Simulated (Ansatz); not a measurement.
## Electronic structure of C$_{3}$H$_{5}$F$_{2}$ (SMILES [CH2]C(F)CF) (doublet) in real space

```xyz
10

C    -0.3716   -0.2278    1.3303
C     0.2619   -0.5198    0.0343
F     1.6264   -0.7237    0.1947
C     0.1049    0.5978   -0.9849
F    -1.2352    0.7694   -1.2581
H    -1.3120    0.3053    1.3598
H     0.0255   -0.6754    2.2310
H    -0.1447   -1.4458   -0.4040
H     0.6220    0.3345   -1.9109
H     0.5059    1.5345   -0.5891
```

Geometry: PBE0-D4/def2-TZVP.

Level of theory: UKS PBE0-D4/def2-TZVPP (Ansatz 0.2.0).

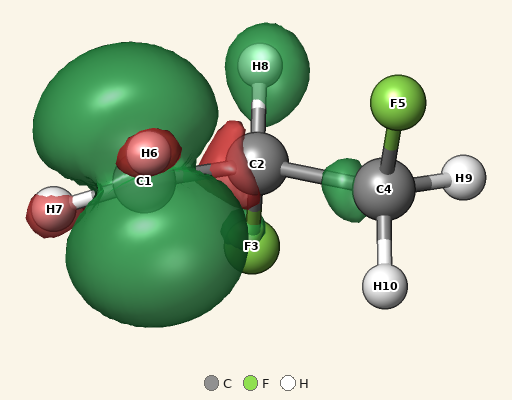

Figure 1. Isosurfaces of the spin density at +0.03 (green) and −0.03 e/Å³ (red), seen from one side.

### Where is the unpaired spin?

The unpaired spin (1 electron) lies mostly on C1 (about 0.8), in electrons by Hirshfeld's partition.

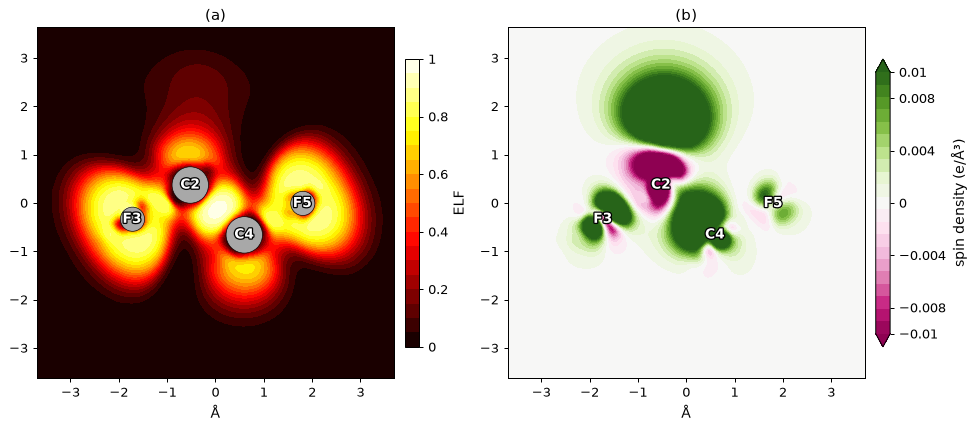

Figure 2. (a) ELF; (b) spin density (α minus β) on the plane of atoms F3, C2 and C4. Grey discs cover the atomic cores in the ELF map.

### Read the bonding off the picture.

The plane passes through C and F nuclei. C–F (1.38 Å): the ELF peaks at about 0.85 between the atoms, as expected for a shared but strongly polarised pair. C–C (1.52 Å): the ELF peaks at about 0.95 between the atoms; a shared electron pair. The ELF also peaks beside F3 and F5, away from the bonds: non-bonding electrons, paired or unpaired.

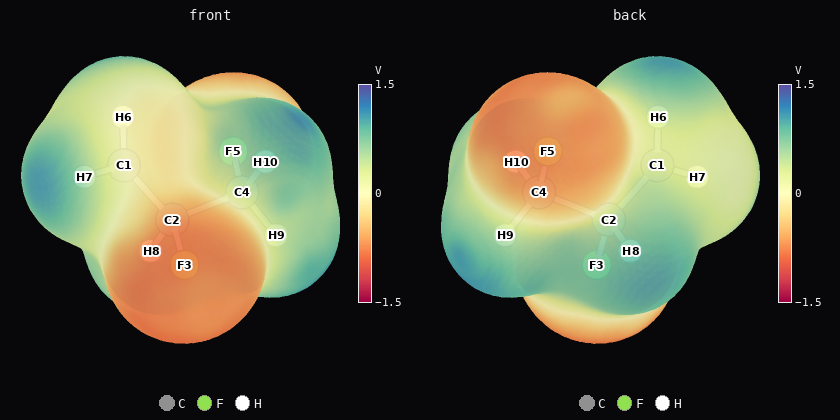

Figure 3. The molecular electrostatic potential painted on the density surface at 0.002 e/bohr³, seen from the front and from behind; red is negative and blue positive.

### Where is the surface potential most negative and most positive?

The most negative region (about −0.8 V) lies over F3 and F5, the most positive (about +1.1 V) over H6, H7, H9 and H10.

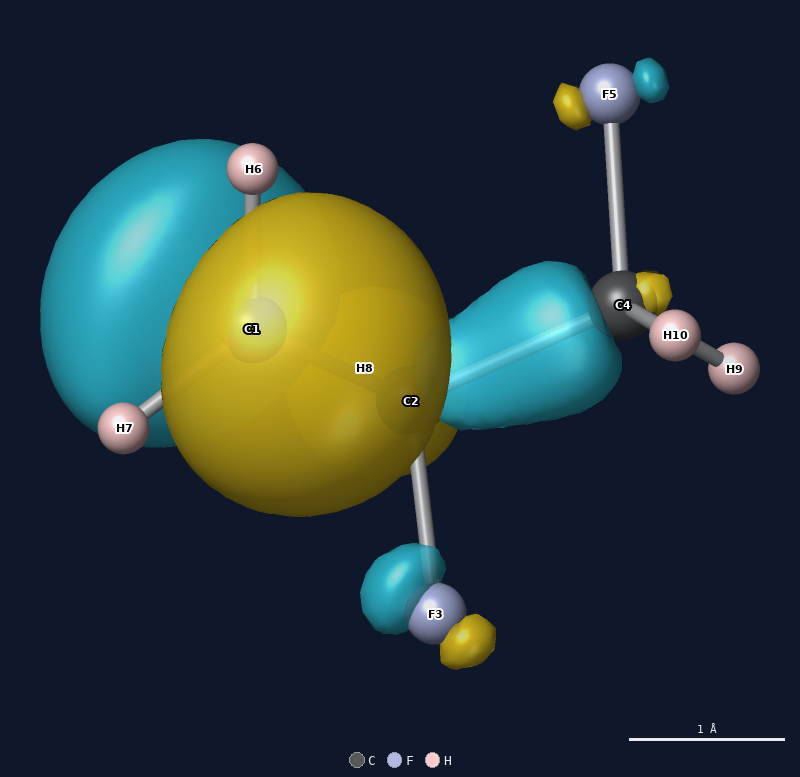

Figure 4. The HOMO (α) at ±0.15 Å⁻³ᐟ² (yellow and cyan are the two phases), seen at a tilt.

### What is the character of this orbital?

By Hirshfeld shares it lies mainly on C1 (about 65 %) and C2 (about 10 %). Its energy is −6.75 eV.
